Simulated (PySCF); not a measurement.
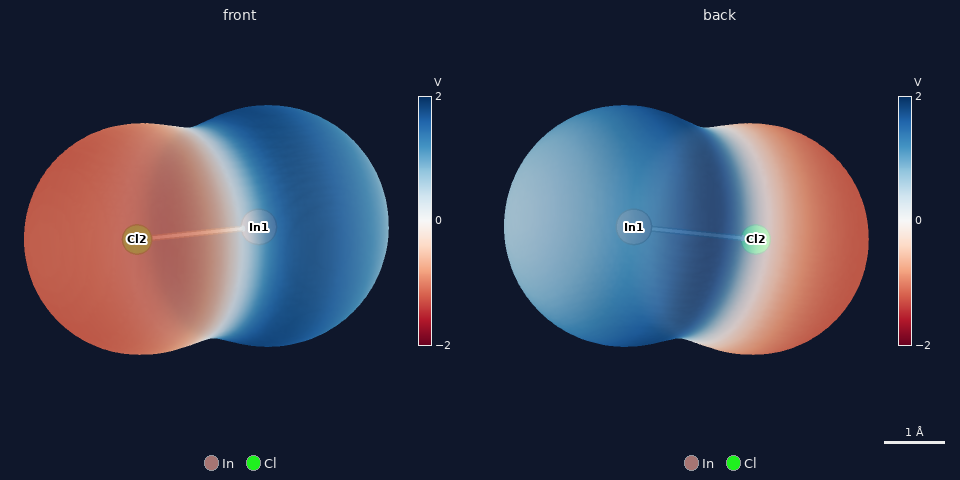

Figure. InCl. The molecular electrostatic potential painted on the density surface at 0.002 e/bohr³, seen from the front and from behind; the colour scale runs from red (negative) to blue (positive).

Core potentials replace the inner electrons of In.

Computed with PySCF, PBE0/def2-SVP, non-relativistic Hamiltonian with scalar-relativistic core potentials where named, at a bond length of 2.434 Å.

```xyz
2

In    0.0000    0.0000   -0.5679
Cl    0.0000    0.0000    1.8661
```

> Which sites attract a positive test charge, and which a negative one?

A positive charge is drawn to the negative regions and a negative charge to the positive ones. The most negative region (about −1.2 V) lies over Cl2, the most positive (about +1.8 V) over In1.
